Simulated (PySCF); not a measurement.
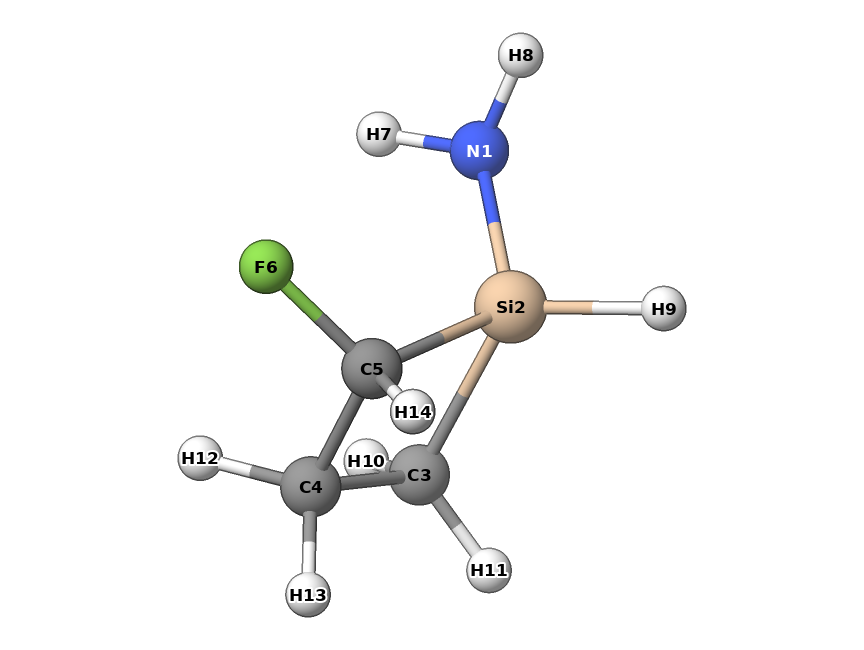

The atoms are numbered. The geometry was computed by an optimisation with GFN2-xTB. No frequency run is at hand to confirm it as a minimum.

Estimate the angles N1–Si2–C3, N1–Si2–C5, Si2–C3–H11, Si2–C5–C4, C3–C4–H13, C4–C3–H10, C4–C3–H11, C4–C5–F6, C5–Si2–H9, C5–C4–H12, C5–C4–H13, F6–C5–H14.

```csv
angle,degrees
N1–Si2–C3,113.0
N1–Si2–C5,119.9
Si2–C3–H11,114.8
Si2–C5–C4,91.1
C3–C4–H13,113.5
C4–C3–H10,113.3
C4–C3–H11,112.1
C4–C5–F6,112.0
C5–Si2–H9,116.0
C5–C4–H12,109.7
C5–C4–H13,113.1
F6–C5–H14,105.0
```
